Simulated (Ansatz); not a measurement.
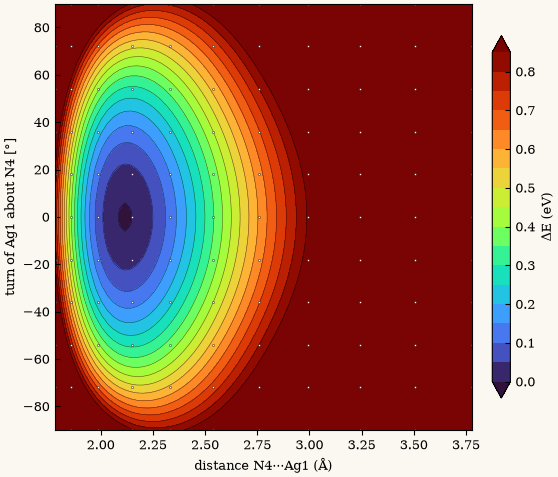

C2H3AgN, charge +1. 
- The turn is about an axis along (0.00, −0.96, −0.27) in the frame of the relaxed pair, normal to the line between the partners.
- First axis: distance N4···Ag1. Second axis: turn of Ag1 about N4.
- The scan uses an 11 × 11 grid.
- Points are written as (first, second).
- Energies: eV, counted from the lowest grid point.
- These are results of RKS PBE0-D4/def2-SVPD (Ansatz), not measurements.

The picture shows filled contours, dots at the grid points, one colour for all values above the top of the scale. Between grid points the surface is interpolated.

Estimate the position of the minimum and the force constants in these coordinates.

Answer. The interpolated minimum is at distance N4···Ag1 ≈ 2.118 Å, turn of Ag1 about N4 ≈ 0°. The curvatures there are about 7.7 eV/Å² and 0.74 eV/rad², with a cross term of about 0 eV/(Å·rad). Round the minimum the two coordinates are nearly uncoupled.
